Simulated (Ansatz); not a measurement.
The calculation's input:

```
crystal:
  lattice:
    - [7.329836443, 0.0, -0.0025292489]
    - [0.0, 4.2007793713, 0.0]
    - [-2.426712115, 0.0, 7.0800342098]
  atoms:
    - { symbol: Sn, position: [0.503389533, 0.0, 0.0059511006] }
    - { symbol: Sn, position: [0.0045719885, 0.0, 0.5105016848] }
    - { symbol: Sn, position: [0.5081818266, 0.5, 0.5231153711] }
    - { symbol: Ge, position: [0.0058400899, 0.5, 0.0341092863] }
    - { symbol: Se, position: [0.758947551, 0.5, 0.2274616064] }
    - { symbol: Se, position: [0.2239360932, 0.0, 0.220656533] }
    - { symbol: Se, position: [0.74615284, 0.0, 0.7412841156] }
    - { symbol: Se, position: [0.2489800778, 0.5, 0.7369203024] }
basis:
  ecutwfc: 420
kpoints:
  mp_grid: { grid: [6, 10, 6] }
  band_path:
    path:
      - [0.0, 0.0, 0.0]
      - [0.0, 0.5, 0.0]
      - [0.0, 0.5, 0.5]
      - [0.0, 0.0, 0.5]
      - [0.0, 0.0, 0.0]
      - [-0.5, 0.0, 0.5]
      - [-0.5, 0.5, 0.5]
      - [0.0, 0.5, 0.0]
      - [-0.5, 0.5, 0.0]
      - [-0.5, 0.0, 0.0]
      - [0.0, 0.0, 0.0]
    npoints: 14
hamiltonian:
  xc: pbe
scf:
  occupations: { method: gaussian, width: 0.1 }
  n_extra_bands: 20
output:
  forces: true
  stress: true
  eigenvalues: true
  populations: true
  dos: { projected: true, de: 0.02, nscf_kmesh: { grid: [8, 12, 8] } }
  bader: true
  write_density: true
  write_potential: true
  elf: true
  volumetric_format: npy
```

Command:

```sh
ansatz run input.yaml --threads 1 --pin off --max-ram 2560MiB --backend cpu --events-out ev --progress --plain --runs-dir out
```

Below, planes, directions and counts refer to the conventional cell (a = 7.33 Å, b = 4.20 Å, c = 7.48 Å, α = 90.00°, β = 108.94°, γ = 90.00°).

Space group Pm; a structure generated by program, which may or may not match a known phase.

Computed with Ansatz, DFT PBE, scalar-relativistic, plane waves, PAW.

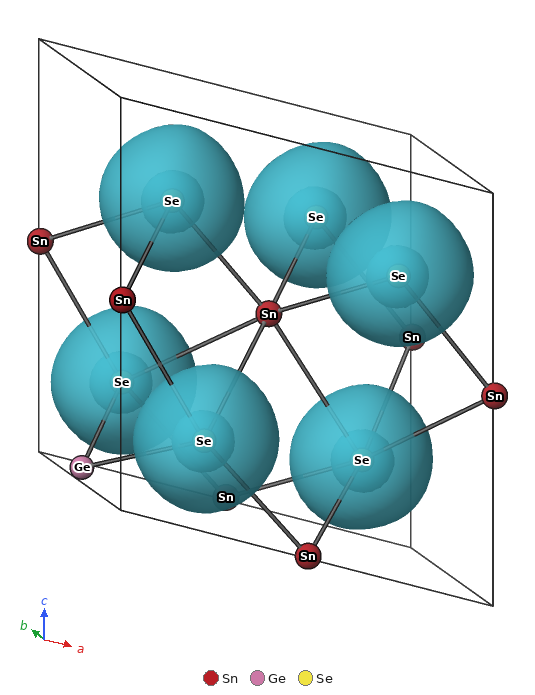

Sn$_{3}$GeSe$_{4}$. Isosurface of the ELF at 0.65 (cyan), seen slightly off an axis. Core shells and regions of very low density are left out. Sticks mark near contacts.

Question: What do the ELF domains correspond to?

Answer: The surface consists of four regions wrapped around Se (the valence shell of each), counted in one cell of 8 atoms. Regions shared between cells count once. Along the contacts the grid gives the following. Ge–Se (2.66 Å): the ELF is about 0.60 at the midpoint. Sn–Se (2.85 Å): the ELF is about 0.50 at the midpoint and 0.30 at its lowest between the atoms.
